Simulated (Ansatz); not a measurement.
System: SiC$_{2}$.

```
CELL_PARAMETERS angstrom
2.94738 0.00000 0.00000
-1.47369 2.55251 0.00000
0.00000 0.00000 7.26314
ATOMIC_POSITIONS crystal
C 0.00000 0.00000 0.88974
C 0.66667 0.33333 0.53473
Si 0.33333 0.66667 0.20391
Si 0.66667 0.33333 0.79609
C 0.33333 0.66667 0.46527
C 0.00000 0.00000 0.11026
```

Space group P-3m1; started from the ordered alloy on diamond lattice prototype, which need not be the ambient phase.

Theory: Ansatz 0.2.0, DFT, PBE, plane waves, PAW.

Q: What can the converged valence pseudo-density and electron localisation function tell about the bonding?

A: Si–C (1.90 Å): ρ at the midpoint is about 0.94 e/Å³; the ELF peaks at about 1 between the atoms; localised, covalent bonding.

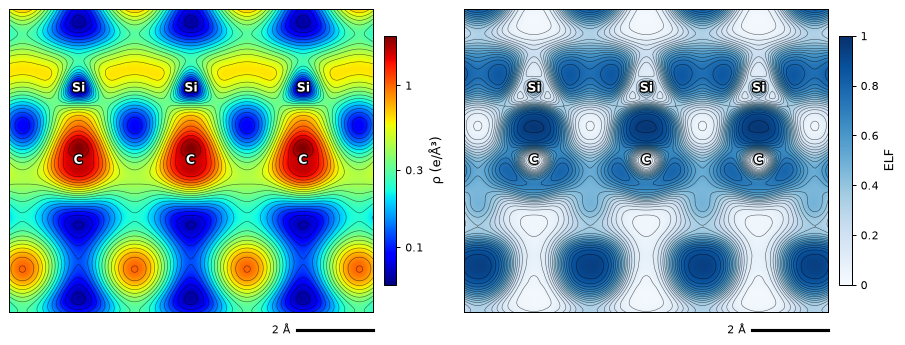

Computed valence pseudo-density and electron localisation function on the (010) plane of the conventional cell, in this order. Atoms just off the plane (C, 0.9 Å away and Si, 0.9 Å away) can leave unmarked features too.
